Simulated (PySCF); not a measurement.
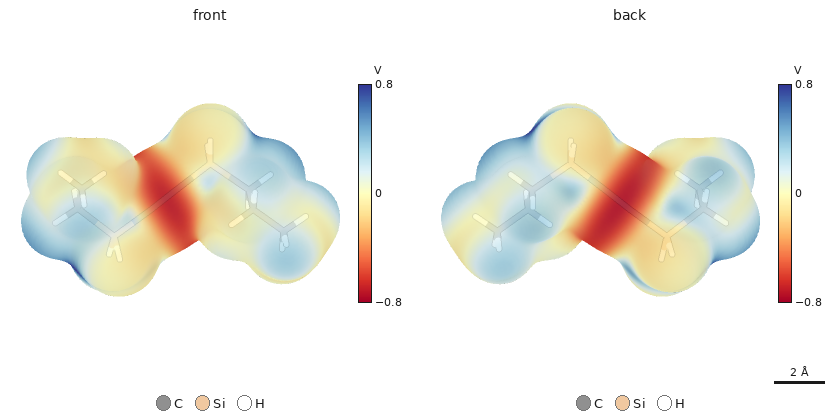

C7H16Si2. The molecular electrostatic potential painted on the density surface at 0.001 e/bohr³, seen from the front and from behind; red is negative and blue positive.

Geometry: GFN2-xTB.

All numbers below come from PySCF, PBE0/pcSseg-1, SCF density, gas phase, non-relativistic.

```xyz
25

C     4.3591   -0.3777    0.0973
C     2.9640    0.0634    0.5251
C     2.6118    1.4492   -0.0083
Si    0.8537    2.0038    0.4659
C    -0.3444    0.7953   -0.2639
C    -1.1192   -0.0005   -0.7484
Si   -2.3535   -1.1855   -1.4563
C    -4.0337   -0.8023   -0.6430
C    -4.0137   -0.9802    0.8710
H     5.1092    0.3255    0.4550
H     4.5912   -1.3613    0.5005
H     4.4268   -0.4269   -0.9880
H     2.2305   -0.6607    0.1623
H     2.9080    0.0691    1.6164
H     3.3415    2.1707    0.3667
H     2.7135    1.4452   -1.0960
H     0.5749    3.3357   -0.0871
H     0.6865    1.9992    1.9262
H    -2.4376   -0.9821   -2.9086
H    -1.9276   -2.5571   -1.1446
H    -4.8063   -1.4461   -1.0682
H    -4.3250    0.2243   -0.8752
H    -3.2664   -0.3294    1.3206
H    -3.7706   -2.0076    1.1353
H    -4.9837   -0.7398    1.3051
```

> Where is the surface potential most negative and most positive?

The most negative region (about −0.7 V, or −16 kcal/mol for a unit charge) lies over C5 and C6, the most positive (about +0.8 V, or +18 kcal/mol for a unit charge) over Si4 and Si7.

> How polar is the molecule by this calculation?

Its dipole moment is 0.24 D.
